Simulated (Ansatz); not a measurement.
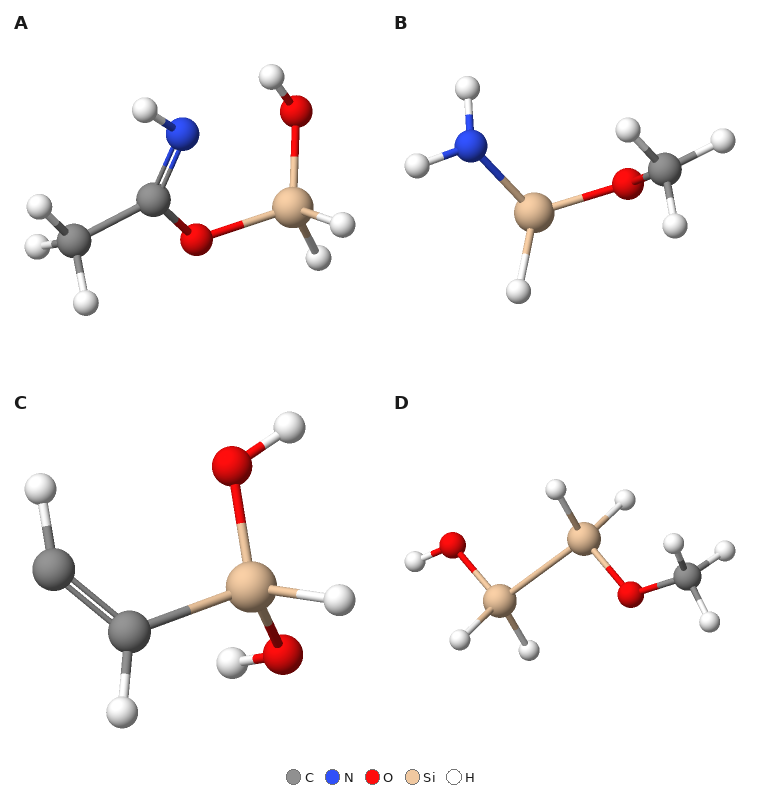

Simulated data, not a measurement (program: Ansatz).

Q: Match each picture to its SMILES.
(1) [H]/[C]=C\[SiH](O)O
(2) CO[SiH]N
(3) CO[SiH2][SiH2]O
(4) [H]/N=C(\C)O[SiH2]O

A: A is (4), B is (2), C is (1), D is (3).
